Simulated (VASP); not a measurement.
Band structure of TaN (space group Fm-3m). Computed with PBE GGA, VASP's PBE PAW potentials (set 64) (plane waves; VASP).

Unless said otherwise, spin-orbit coupling is left out, though it shifts the bands of the heavy elements here.

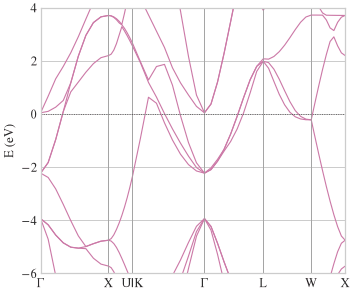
Fig. 1. Bands along high-symmetry lines, zero at the valence-band maximum or, without a gap, the Fermi level

### Question
Read the plot: is there a gap, and where are the band edges?

### Answer
It has no gap at this level: it comes out as a metal or semimetal.

The structure comes from a computed database's TaN entry; how it stands against other phases isn't given here. The cell was not relaxed at this level. VASP warned that the highest band is occupied, so more bands are needed.
